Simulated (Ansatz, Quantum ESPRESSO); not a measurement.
# BaZrO3 (Pm-3m): third-order response, part 3 of 3

Aim: Raman and infrared lines of BaZrO3 (Pm-3m).

Quantum ESPRESSO 8.0 development, patched; DFT LDA, scalar-relativistic, plane waves, PseudoDojo norm-conserving pseudopotentials.

So far, mean static dielectric tensor (ions relaxed, fixed cell): step 6 (modes with the sum rule) 63.6.

## (10) The same in Ansatz

The same cell goes through another code at the same cutoff. The files are of one family, but Ansatz's library holds files of its own making for some heavy elements, so those for Ba may differ. Its k mesh is centred on Γ.

This step: DFT LDA, scalar-relativistic, plane waves, norm-conserving pseudopotentials of its library (PseudoDojo's, some remade) (Ansatz 0.2.0).

File input.yaml:

```yaml
crystal:
  lattice:
    - [4.149539416, 0.0, 0.0]
    - [0.0, 4.149539416, 0.0]
    - [0.0, 0.0, 4.149539416]
  atoms:
    - { symbol: Ba, position: [0.0, 0.0, 0.0] }
    - { symbol: Zr, position: [0.5, 0.5, 0.5] }
    - { symbol: O, position: [0.0, 0.5, 0.5] }
    - { symbol: O, position: [0.5, 0.0, 0.5] }
    - { symbol: O, position: [0.5, 0.5, 0.0] }
kpoints:
  mp_grid: { grid: [8, 8, 8] }
hamiltonian:
  xc: lda
  pseudopotentials: { kind: nc, accuracy: standard }
scf:
  occupations: { method: fixed }
output:
  eigenvalues: true
basis:
  ecutwfc: 1142.878
phonons:
  method: dfpt
  dielectric: true
  rigid_motions: translations
  raman: true
```

The run is started by

```
$ ansatz run input.yaml --threads 8 --pin off --max-ram 16384MiB --backend cpu --events-out ev --progress --plain --runs-dir out
```

Log:

```text
Warning: basis.ecutwfc = 1142.878 eV is below the records' recommended 1142.878222 eV, and the density's cutoff is lower with it unless basis.ecutrho_ratio is high enough to keep the records' density cutoff: compare with a run at a higher cutoff
Engine: ansatz 0.2.0, x86_64-unknown-linux-gnu
Pseudopotentials: kind: nc
Pseudopotential: Ba, nc, valence charge 10, recommended cutoff 770 eV (normal), Ba.nc.azcp (PseudoDojo's, or run here from an input of PseudoDojo's; its table is named by hamiltonian.pseudopotentials.accuracy)
Pseudopotential: Zr, nc, valence charge 12, recommended cutoff 952.398519 eV (normal), Zr.nc.azcp (PseudoDojo's, or run here from an input of PseudoDojo's; its table is named by hamiltonian.pseudopotentials.accuracy)
Pseudopotential: O, nc, valence charge 6, recommended cutoff 1142.878222 eV (normal), O.nc.azcp (PseudoDojo's, or run here from an input of PseudoDojo's; its table is named by hamiltonian.pseudopotentials.accuracy)
Functional definition: SPW92
  exchange = slater_x
  correlation = pw_c
Crystal: 5 atoms, lattice volume = 71.450 Å³
Basis set: ecut = 1142.878 eV, 6235 PW (Γ), exchange–correlation on 96×96×96 points (8 copies of the dense FFT grid, shifted against one another)
Bands: 25, of which v1, the nominal top of the filled ones, is band 20 counted from 1 (19 counted from 0)
Symmetry: 48 space group operations
k-points: 170 of 512 (irreducible under 2 space group operations, time reversal used)
Non-local potential: Ba, projectors of the file, l = 0: 2, l = 1: 2, l = 2: 2, l = 3: 2
Non-local potential: Zr, projectors of the file, l = 0: 2, l = 1: 2, l = 2: 2
Non-local potential: O, projectors of the file, l = 0: 2, l = 1: 2, l = 2: 1
Initial density: superposition of atomic densities (chi_scale 0.1, normalization cell, long waves kept (reshape's long-wave potential 0.00 eV rms))
Initial wavefunctions: pseudopotential atomic-orbital guess
Functional: x = slater, c = lda
SCF iter   1: F=—  HF=-3501.868208 eV  |F-HF|=—  |Δ(HF+E_count)|=         —  Δρ=5.12e-2  dr2=1.23e0  ethr=3.10e-3  ⟨swp⟩=7.5  Hψ=19900  notcnv=0  defer=408
preconditioner: auto → Resta (q_TF=auto, 2.477 Å⁻¹)  ε∞=3.8  [insulator: Δε(μ)=2.893 eV  Ē_g=16.150 eV  n_scr=18 (ndim 8)  ℏωp=27.1 eV  f_vac=0.000  ε∞_Penn≈3.8]
SCF iter   2: F=—  HF=-3501.553294 eV  |F-HF|=—  |Δ(HF+E_count)|=   3.15e-1  Δρ=2.29e-2  dr2=3.50e-1  ethr=3.08e-3  ⟨swp⟩=3.3  Hψ=7917  notcnv=0  defer=415
SCF iter   3: F=—  HF=-3501.459859 eV  |F-HF|=—  |Δ(HF+E_count)|=   9.34e-2  Δρ=1.36e-2  dr2=9.14e-2  ethr=8.75e-4  ⟨swp⟩=3.8  Hψ=7734  notcnv=0  defer=452
SCF iter   4: F=—  HF=-3501.438601 eV  |F-HF|=—  |Δ(HF+E_count)|=   2.13e-2  Δρ=2.40e-3  dr2=1.77e-3  ethr=2.28e-4  ⟨swp⟩=3.5  Hψ=7227  notcnv=0  defer=483
SCF iter   5: F=—  HF=-3501.438899 eV  |F-HF|=—  |Δ(HF+E_count)|=   2.98e-4  Δρ=6.38e-4  dr2=1.29e-4  ethr=4.43e-6  ⟨swp⟩=3.1  Hψ=7860  notcnv=0  defer=491
SCF iter   6: F=—  HF=-3501.438887 eV  |F-HF|=—  |Δ(HF+E_count)|=   1.16e-5  Δρ=1.18e-4  dr2=3.77e-6  ethr=3.23e-7  ⟨swp⟩=2.3  Hψ=6656  notcnv=0  defer=491
SCF iter   7: F=—  HF=-3501.438850 eV  |F-HF|=—  |Δ(HF+E_count)|=   3.69e-5  Δρ=2.28e-5  dr2=2.12e-7  ethr=9.43e-9  ⟨swp⟩=2.6  Hψ=7726  notcnv=0  defer=489
SCF iter   8: F=—  HF=-3501.438850 eV  |F-HF|=—  |Δ(HF+E_count)|=   2.71e-9  Δρ=4.69e-6  dr2=1.05e-8  ethr=5.29e-10  ⟨swp⟩=2.3  Hψ=6974  notcnv=0  defer=489
SCF iter   9: F=—  HF=-3501.438850 eV  |F-HF|=—  |Δ(HF+E_count)|=   1.07e-9  Δρ=5.88e-7  dr2=1.58e-10  ethr=2.63e-11  ⟨swp⟩=2.1  Hψ=7373  notcnv=0  defer=489
SCF iter  10: F=-3501.438850 eV  HF=-3501.438850 eV  |F-HF|=2.32e-11  |Δ(HF+E_count)|=  3.00e-11  Δρ=2.46e-7  dr2=2.65e-11  ethr=1.00e-12  ⟨swp⟩=22.8  Hψ=45700  notcnv=0
SCF 1 converged in 10 iterations: F = -3501.438850 eV  dr2 = 2.65e-11
DFPT response loops at Γ: preconditioner auto → none (the input reference at scf.mixing.eps_inf says where Resta's filter doesn't serve); β = 0.50; Broyden in place of MSR1
── the response to a field inside a basis, on 8×8×8 k-points: an SCF that follows is theirs, and a resumed run solves both again ──
Bands: 21, of which v1, the nominal top of the filled ones, is band 20 counted from 1 (19 counted from 0)
k-points: 20
Initial density: handed on by an earlier stage of this run
Initial wavefunctions: pseudopotential atomic-orbital guess (no wavefunctions were taken with the density)
Eigensolver: Dense (20 Hₖ)
SCF iter   1: F=—  HF=-3501.427736 eV  |F-HF|=—  |Δ(HF+E_count)|=         —  Δρ=1.54e-4  dr2=1.43e-6  ethr=1.00e-1
preconditioner: auto → Resta (q_TF=auto, 2.477 Å⁻¹)  ε∞=4.3  [insulator: Δε(μ)=3.380 eV  Ē_g=15.006 eV  n_scr=18 (ndim 8)  ℏωp=27.1 eV  f_vac=0.000  ε∞_Penn≈4.3]
SCF iter   2: F=—  HF=-3501.427738 eV  |F-HF|=—  |Δ(HF+E_count)|=   1.91e-6  Δρ=8.02e-5  dr2=4.13e-7  ethr=3.57e-9
SCF iter   3: F=—  HF=-3501.427738 eV  |F-HF|=—  |Δ(HF+E_count)|=   7.54e-7  Δρ=1.27e-5  dr2=7.86e-8  ethr=1.03e-9
SCF iter   4: F=—  HF=-3501.427738 eV  |F-HF|=—  |Δ(HF+E_count)|=   1.71e-8  Δρ=2.00e-6  dr2=9.12e-10  ethr=1.97e-10
SCF iter   5: F=-3501.427738 eV  HF=-3501.427738 eV  |F-HF|=4.09e-12  |Δ(HF+E_count)|=  5.76e-10  Δρ=1.23e-7  dr2=6.58e-12  ethr=2.28e-12
SCF 1 converged in 5 iterations: F = -3501.427738 eV  dr2 = 6.58e-12
DFPT response loops at Γ: mixed as the last ones told, above
DFPT response loops at Γ: mixed as the last ones told, above
DFPT response loops at Γ: mixed as the last ones told, above
SCF converged after 10 iterations
Free energy (F): -3501.438850 eV
Harris-Foulkes:  -3501.438850 eV  (|F-HF|=2.32e-11)
Internal energy: -3501.438850 eV  (E = F + TS)
E sigma→0 (E₀):  -3501.438850 eV
Fermi energy:    9.910899 eV
--- Per-component energies (eV) ---
  E_band       = -82.375481
  E_kinetic    = 1476.737919
  E_local      = -2160.514960  (includes V_loc(G=0)·N_el)
  E_nonlocal   = 34.465916
  E_hartree    = 660.396863
  E_xc         = -791.611706
  E_vxc        = -753.857926  (∫ρ·V_xc dr)
  E_ewald      = -2720.912882
  E_smearing   = -0.000000  (= −TS)
  E_closure    = 0.000000  (closes the sum)
  Σ components = -3501.438850   (vs F -3501.438850, Δ=0.00e0)
--- Band table (eV; the first three rows and the last of 170) ---
  k-point 0: bands = [... 16 lower, 8.8569, 9.7611, 9.7611, 9.7611, 13.1127, 13.1127, 13.1127, 14.5933, ... 1 higher]
  k-point 1: bands = [... 16 lower, 8.7380, 9.3206, 9.7062, 9.7062, 13.1628, 13.4915, 13.4915, 14.8518, ... 1 higher]
  k-point 2: bands = [... 16 lower, 8.4782, 8.6359, 9.6159, 9.6159, 13.2929, 14.3814, 14.3814, 15.4837, ... 1 higher]
  k-point 169: bands = [... 16 lower, 7.3970, 9.9109, 9.9109, 9.9109, 16.0709, 16.0709, 16.0709, 17.1447, ... 1 higher]
--- Phonons (Γ-DFPT): 4 representative perturbations + reference, on 170 of 512 k-points (Σ response iterations 13) ---
  k mesh reduced under 2 symmetry operations, with k and −k counted as one. Each operation leaves every solved perturbation unchanged. A smaller set is not considered because the run solves the response to a homogeneous field
  ASR residual: 3.859e-4 → 0.000e0 eV/Å²; symmetrization residual: 3.500e-6 eV/Å²
  ASR residual per site (eV/Å²): 8.68e-5 2.59e-4 3.86e-4 3.86e-4 3.86e-4
  Γ frequencies (cm⁻¹): 0.00 0.00 0.00 89.17 89.17 89.17 167.82 167.82 167.82 193.84 193.84 193.84 524.72 524.72 524.72
  ε∞ (high-frequency dielectric tensor):
        4.894293     0.000000     0.000000
        0.000000     4.894293     0.000000
        0.000000     0.000000     4.894293
  ε⁰ (static dielectric tensor: ions relaxed, cell fixed):
       73.546574    -0.000000     0.000000
       -0.000000    73.546574     0.000000
        0.000000     0.000000    73.546574
  ε⁰ − ε∞ (ionic part):
       68.652281    -0.000000     0.000000
       -0.000000    68.652281     0.000000
        0.000000     0.000000    68.652281
  softest optical mode at Γ: 89.17 cm⁻¹; the repairs (sum rule, projections) moved no ω² at Γ by more than (2.73 cm⁻¹)²
  Born effective charges Z* (e; rows j = field, columns β = displacement):
    site 0:
         2.74688    0.00000    0.00000
        -0.00000    2.74688    0.00000
         0.00000    0.00000    2.74688
    site 1:
         6.10569   -0.00000    0.00000
         0.00000    6.10569    0.00000
         0.00000   -0.00000    6.10569
    site 2:
        -4.78823    0.00000    0.00000
         0.00000   -2.03217    0.00000
         0.00000   -0.00000   -2.03217
    site 3:
        -2.03217   -0.00000    0.00000
        -0.00000   -4.78823    0.00000
         0.00000   -0.00000   -2.03217
    site 4:
        -2.03217    0.00000    0.00000
        -0.00000   -2.03217    0.00000
         0.00000   -0.00000   -4.78823
  Z* charge neutrality: 3.362e-5 e pre-enforcement
  k-mesh period / interband length: 33.2 Å / 1.55 Å = 21.38 at k = (0.0000, 0.0000, 0.0000), direct gap 3.352 eV — 14 or more, which is no proof of convergence
  Raman tensors (in the event stream and the table raman_tensors.tsv): an entry may err by 1.2e-3 Å², one of the second-order susceptibility by 1.5e-19 pm/V (basis, points and sum rule); their sum over the sites missed zero by 1.788e-20 Å² ahead of its enforcement
  optical modes at Γ without the LO–TO term, one row a degenerate level:
      ω (cm⁻¹)  modes    IR ((D/Å)²/amu)  static Raman (Å⁴/amu)  depolarisation
         89.17      3            40.2003                 0.0000               —
        167.82      3             0.0000                 0.0000               —
        193.84      3            60.1846                 0.0000               —
        524.72      3            66.6173                 0.0000               —
  optical modes at Γ + LO–TO along q̂ = [1.0000, 0.0000, 0.0000]:
      ω (cm⁻¹)  modes    IR ((D/Å)²/amu)  static Raman (Å⁴/amu)  depolarisation
         89.17      2            26.8002                 0.0000               —
        135.35      1             0.1501                 0.0000               —
        167.82      3             0.0000                 0.0000               —
        193.84      2            40.1231                 0.0000               —
        363.84      1             6.4248                 0.0000               —
        524.72      2            44.4115                 0.0000               —
        713.92      1            49.0925                 0.0000               —
  optical modes at Γ + LO–TO along q̂ = [0.0000, 1.0000, 0.0000]:
      ω (cm⁻¹)  modes    IR ((D/Å)²/amu)  static Raman (Å⁴/amu)  depolarisation
         89.17      2            26.8002                 0.0000               —
        135.35      1             0.1501                 0.0000               —
        167.82      3             0.0000                 0.0000               —
        193.84      2            40.1231                 0.0000               —
        363.84      1             6.4248                 0.0000               —
        524.72      2            44.4115                 0.0000               —
        713.92      1            49.0925                 0.0000               —
  optical modes at Γ + LO–TO along q̂ = [0.0000, 0.0000, 1.0000]:
      ω (cm⁻¹)  modes    IR ((D/Å)²/amu)  static Raman (Å⁴/amu)  depolarisation
         89.17      2            26.8002                 0.0000               —
        135.35      1             0.1501                 0.0000               —
        167.82      3             0.0000                 0.0000               —
        193.84      2            40.1231                 0.0000               —
        363.84      1             6.4248                 0.0000               —
        524.72      2            44.4115                 0.0000               —
        713.92      1            49.0925                 0.0000               —
```

Run time: 3.9 min. Hardware: 8 threads of Intel Xeon at 2.70GHz, shared host; peak memory 5.1 GiB; 25 min of CPU time.

Numbers from this step:

```yaml
gap_on_the_k_mesh: 3.202 eV
sum_rule_residual_before_enforcement: 3.86e-4 eV/Å²
miss_of_the_charge_sum_rule: 3.36e-5 e
lowest_optical_zone_centre_mode: 89.17 cm⁻¹
largest_born_charge_in_size_third_of_the_trace: 6.106 e
mean_static_dielectric_constant: 73.55
highest_mode_moved_by_the_lo_to_term: 713.9 cm⁻¹
```

Transverse modes. Lines of the infrared spectrum (strongest = 100):

```csv
position (cm⁻¹),label,"IR intensity ((D/Å)²/amu), degenerate modes summed, relative"
89,T1u,60
168,T2u,0.0
194,T1u,90
525,T1u,100
```

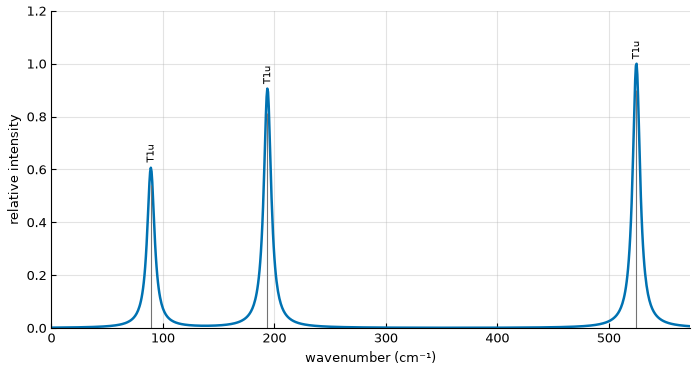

The infrared spectrum, broadened with Lorentzians of width 8 cm⁻¹; bars mark the lines.

## (11) The two compared: QE PseudoDojo and Ansatz, library NC

Worked out from the results:

* root-mean-square difference: 5.01 cm⁻¹
* largest difference: 8.5 cm⁻¹

Optical modes, paired by symmetry label. Frequencies side by side, by row:

```csv
q (reciprocal lattice),mode,QE PseudoDojo (cm⁻¹),"Ansatz, library NC (cm⁻¹)"
0 0 0,4,97.7,89.2
0 0 0,5,97.7,89.2
0 0 0,6,97.7,89.2
0 0 0,7,173,167.8
0 0 0,8,173,167.8
0 0 0,9,173,167.8
0 0 0,10,194.8,193.8
0 0 0,11,194.8,193.8
0 0 0,12,194.8,193.8
0 0 0,13,524.7,524.7
0 0 0,14,524.7,524.7
0 0 0,15,524.7,524.7
```

The two runs side by side. Further quantities:

```csv
quantity,QE PseudoDojo,"Ansatz, library NC"
mean ε∞,4.894,4.894
"largest Born charge in size (e; the first before, the second after the charge sum rule)",6.11,6.106
summed IR intensity ((D/Å)²/amu),167.1,167
```

At the zone centre the largest difference (acoustic modes at Γ apart) is 2 % of the highest mode, but 9 % of the mode at 98 cm⁻¹ on which it sits.

## (12) Outcome

```json
{"space group after relaxation": "Pm-3m", "volume per atom": "14.3 Å³", "gap on the k-mesh": "3.17 eV", "highest optical zone-centre mode (no LO-TO term)": "524.7 cm⁻¹", "lowest optical zone-centre mode": "97.7 cm⁻¹", "highest mode moved by the LO-TO term": "714.0 cm⁻¹", "mean high-frequency dielectric constant": "4.89", "largest Born charge in size (third of the trace)": "6.11 e", "mean static dielectric constant": "63.6", "imaginary optical modes at the zone centre (no q mesh in this session)": "none", "largest difference from Ansatz, library NC": "8.5 cm⁻¹"}
```

No mode is Raman active in this structure; the strongest infrared line lies at 525 cm⁻¹. At the LDA level the optical modes of BaZrO3 (Pm-3m) at the zone centre (no LO-TO term) run from 98 to 525 cm⁻¹. Along the directions run, the highest mode that the macroscopic field moves lies at 714 cm⁻¹. Lattice motion raises the mean dielectric constant from 4.894 to 63.58. Of the 12 optical modes, 9 are infrared active alone and 3 are silent. QE PseudoDojo and Ansatz, library NC differ by 5.0 cm⁻¹ in the root mean square and by 8.5 cm⁻¹ at most, 1.6 % of the highest mode compared (acoustic modes at Γ left out); the two use different potentials, and the cell was not relaxed for the second set. These are harmonic frequencies at zero temperature: anharmonic shifts and linewidths and thermal expansion are left out. Spin-orbit coupling is left out, which can matter for the heavy elements here. The published file for Ba has no f projectors, which tends to make oxide cells too large. The total energies of the two programs lie far apart, so at least one potential file in Ansatz's library differs from the published one read by the first program. The build is a development version in which the Raman tensors of release 7.5 are mended; dynmat.x leaves out the electro-optic term of LO lines.

Calculation against experiment:

```
                                       quantity  measured  LDA PseudoDojo norm-conserving, Quantum ESPRESSO  LDA norm-conserving PseudoDojo
                         lattice constant a (Å)     4.192                                    4.150 (-1.0 %)                               -
static dielectric constant (mean of the tensor)        36                                   63.58 (+76.6 %)                73.55 (+104.3 %)
        infrared mode, TO1 at Gamma, T1u (cm⁻¹)       116                                      98 (-15.8 %)                    89 (-23.1 %)
        infrared mode, TO2 at Gamma, T1u (cm⁻¹)       214                                      195 (-9.0 %)                    194 (-9.4 %)
        infrared mode, TO3 at Gamma, T1u (cm⁻¹)       520                                      525 (+0.9 %)                    525 (+0.9 %)
```

Measured values from arxiv:cond-mat/0602127 (2006), arxiv:1312.3131 (2013) and arxiv:1907.02008 (2019).

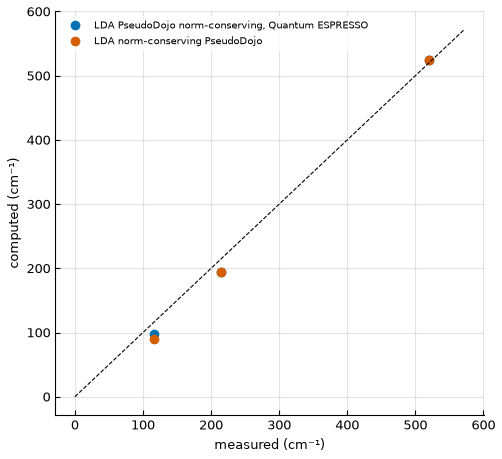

Computed against measured frequencies; the dashed line marks agreement.

How well it matches: Measured modes were matched to the nearest mode of that symmetry; at LDA PseudoDojo norm-conserving, Quantum ESPRESSO, 3 of them have a partner, and the computed frequencies miss them by 8.6 % on average (mean signed -7.9 %), which is a clear miss. The lattice constant a is off by -1.0 %: fair agreement. The static dielectric constant is off by +76.6 % at LDA PseudoDojo norm-conserving, Quantum ESPRESSO. The grades are ours: good and fair within 0.7 and 1.5 % for the lattice constant a, 10 and 25 % for the static dielectric constant and 3 and 7 % for the infrared mode. For lattice constants, static dielectric constant and infrared mode the calculation has a static lattice, without zero-point motion or thermal expansion (measured at up to 300 K).

[Host names and launcher messages were left out of these logs when they were recorded.]

[Logs are printed without paths, hosts, clocks, repeated set-up lines and the standing remarks that a program may print on its own settings, such as how far it seeks lower states.]

[Hosts, paths, dates, database ids (printed as entryN), source tags and the programs' standing remarks are cut or masked in the printed files.]
